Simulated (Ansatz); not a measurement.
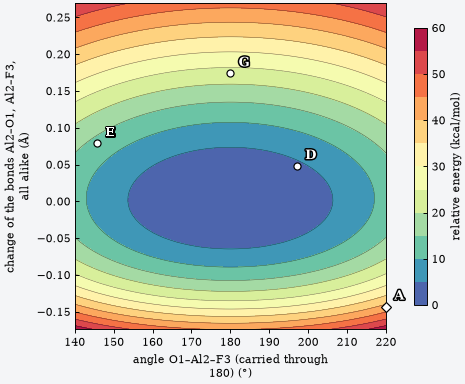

AlFO, SMILES [O]=[Al][F]. The first coordinate is: angle O1–Al2–F3 (carried through 180); the second: change of the bonds Al2–O1, Al2–F3, all alike. Nothing is relaxed (all other coordinates rigid). Grid: 15 × 15 points; 120 points were computed and 105 follow by symmetry. Points are written as (first, second). Energies: kcal/mol, counted from the relaxed molecule at the same level. Method: Ansatz 0.2.0, RHF/def2-TZVP.

In the figure: filled contours, lettered points. Between grid points the surface is interpolated.

> Is E the lowest point of the computed grid?

No. E lies 13.3 kcal/mol above the lowest grid point, which is at (180.0°, 0.016 Å).

> What kind of point is each of D, E, G: minimum, saddle, maximum or slope?

D: on a slope; E: on a slope; G: on a slope. (In these two coordinates alone; a stationary point may lie a little off the grid point.)

> Rank the lettered points by energy, lowest first.

D (4.2 kcal/mol), E (13.6 kcal/mol), G (23.2 kcal/mol), A (41.5 kcal/mol).
